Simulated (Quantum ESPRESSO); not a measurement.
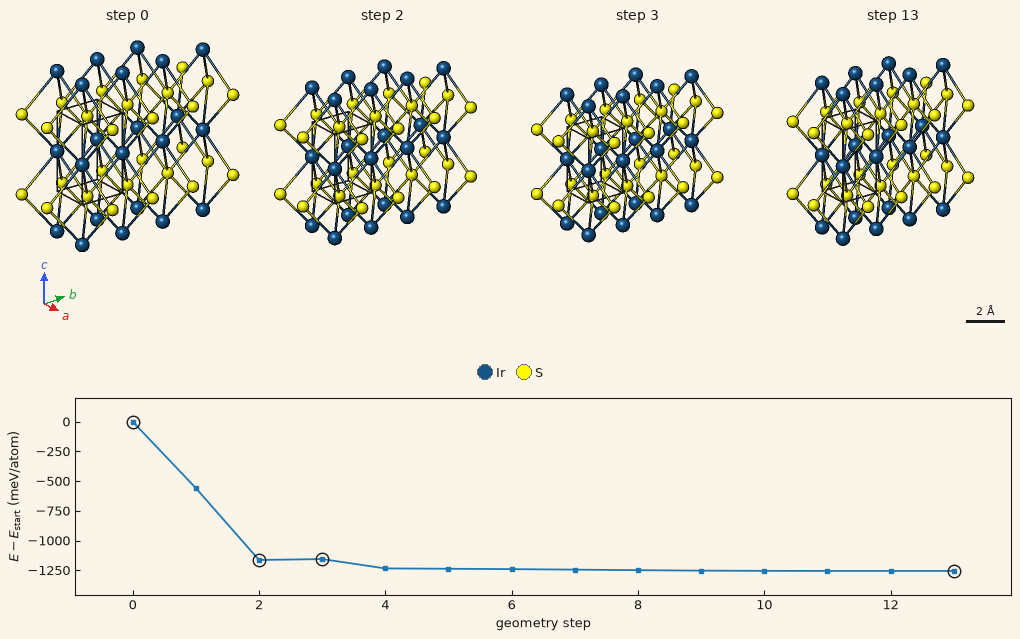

Frames of a relaxation of a crystal of IrS (a generated structure, set up in P-6m2), marked on the history of the run. A ball-and-stick model of the cell of the calculation, repeated 1 × 3 × 1 with one cell outlined, seen slightly off an axis.

The run lets cell and atoms move.

Method: Kohn-Sham DFT of a periodic cell, PBE with D3(BJ), JTH 2.0 PBE in Quantum ESPRESSO.

Input file:
```
&CONTROL
  calculation = 'vc-relax'
  prefix = 'pwscf'
  outdir = './tmp'
  pseudo_dir = './pseudo'
  tprnfor = .true.
  tstress = .true.
  disk_io = 'low'
  nstep = 40
  forc_conv_thr = 0.0004
  etot_conv_thr = 1d-05
/
&SYSTEM
  ibrav = 0
  nat = 2
  ntyp = 2
  ecutwfc = 36
  ecutrho = 216
  nbnd = 17
  occupations = 'smearing'
  smearing = 'gaussian'
  degauss = 0.01469973
  vdw_corr = 'grimme-d3'
  dftd3_version = 4
  nosym = .true.
/
&ELECTRONS
  conv_thr = 4d-10
  electron_maxstep = 120
  mixing_beta = 0.5
/
&IONS
  ion_dynamics = 'bfgs'
/
&CELL
  cell_dynamics = 'bfgs'
  press = 0
  press_conv_thr = 0.3
/
ATOMIC_SPECIES
Ir   192.2170 Ir.GGA_PBE-JTH.UPF
S     32.0600 S.GGA_PBE-JTH.UPF
CELL_PARAMETERS angstrom
   3.4896986500    0.0000000000    0.0000000000
  -1.7448493200    3.0221676800    0.0000000000
   0.0000000000    0.0000000000    4.3456873700
ATOMIC_POSITIONS crystal
Ir     0.0000000000    0.0000000000    0.5000000000
S      0.6666666700    0.3333333300    0.0000000000
K_POINTS automatic
9 9 6 0 0 0
```

Launched with:
```bash
OMP_NUM_THREADS=1 pw.x -in pw.in > pw.out
```

What happens along the run?

After 13 geometry steps the energy has fallen by 1255 meV per atom. The largest force component goes from 0.00016 to under 0.0001 eV/Å. Pressure: −26.39 GPa at the start and −0.01 GPa at the end. The atoms keep their places relative to the cell (all moves are under 0.005 Å). The drawn cell changes as follows: a = b 3.490 → 2.895 Å (−17.1 %), c 4.346 → 3.917 Å (−9.9 %); the volume changes by −38.0 %. Some distances before and after: S–S 3.490 → 2.895 Å, Ir–S 2.963 → 2.575 Å. Among the angles between lasting bonds that change: Ir–S–Ir 94.3° → 99.0°, S–Ir–S 94.3° → 99.0°, Ir–S–Ir 72.1° → 68.4°. The space group stays P-6m2 (No. 187). The run took 11 min on 1 thread of Intel(R) Xeon(R) Platinum 8488C (Sapphire Rapids), with other jobs on the host, peak memory 0.18 GiB. From step 0 to 2: volume −29.9 %, energy −1163 meV per atom. From step 2 to 3: volume −16.4 %, energy +7.6 meV per atom. From step 3 to 13: volume +5.9 %, energy −99.7 meV per atom.
